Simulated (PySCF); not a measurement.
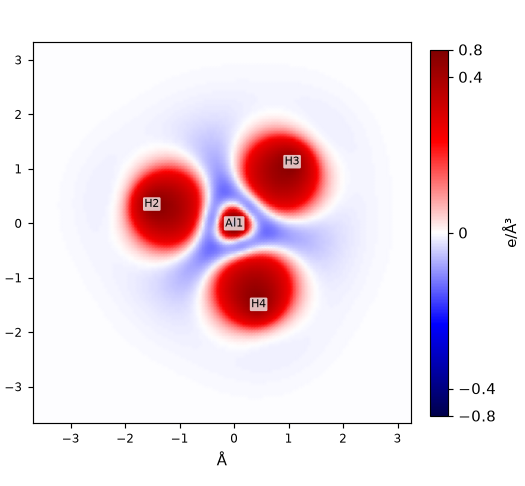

*AlH₃. Deformation density (molecule less spherical, spin-averaged free atoms) in the molecular plane; colour scale in e/Å³, logarithmic beyond ±0.1; red: gain, blue: loss.*

Method: TPSS/def2-SVP; geometry: GFN2-xTB; program: PySCF. No frequency check shows the geometry to be a minimum.

The calculation's input:

```python
import numpy as np
from pyscf import gto, scf, dft
from pyscf.scf import atom_ks, atom_hf
from scipy.linalg import block_diag

def solve(mol, dm0=None, hcore=None):
    mf = (dft.UKS if mol.spin else dft.RKS)(mol, xc='tpss')
    mf.grids.level = 3
    mf = mf.density_fit(auxbasis='def2-universal-jkfit')
    mf.conv_tol, mf.max_cycle = 1e-8, 80
    if hcore is not None:
        mf.get_hcore = lambda *args: hcore
    mf.kernel(dm0)
    if not mf.converged:
        mf = mf.newton().run(mf.mo_coeff, mf.mo_occ, max_cycle=30)
    assert mf.converged, 'SCF not converged'
    return mf

mol = gto.M(atom='''
Al     0.00000     0.00000     0.00000
H      1.50007    -0.40193     0.00000
H     -1.09814    -1.09811     0.00000
H     -0.40196     1.50005     0.00000
''', basis='def2-svp', charge=0, spin=0, verbose=4)
mf = solve(mol)
mf.analyze()
# spherically averaged free atoms, for the promolecule
atm = atom_ks.get_atm_nrks(mol, xc='tpss')
pro = block_diag(*[(atm[a[0]][2] * atm[a[0]][3]) @ atm[a[0]][2].T for a in mol._atom])
np.savez('result.npz', e=mf.e_tot, c=mf.mo_coeff, occ=mf.mo_occ, eps=mf.mo_energy, pro=pro, dip=mf.dip_moment(verbose=0), s2=mf.spin_square()[0])
```

Run with:

```sh
OMP_NUM_THREADS=1 python input.py
```

The run took 2.1 s on 1 thread of Arm Neoverse V2, with other jobs on the host, peak memory 0.19 GiB.

Partitions, critical points and surface values were worked out afterwards from this run's density.

> Describe the bonding that the map shows.

Al1–H2, Al1–H3 and Al1–H4: +0.15 e/Å³ at the bond critical point (bond length 1.55 Å, Mayer order 0.9). In all, 1.0 electrons gather in the regions of gain relative to the promolecule.

> Where do the Hirshfeld charges lie?

The highest Hirshfeld charge is on Al1 (+0.52 e), the lowest on H2, H3 and H4 (−0.17 e).
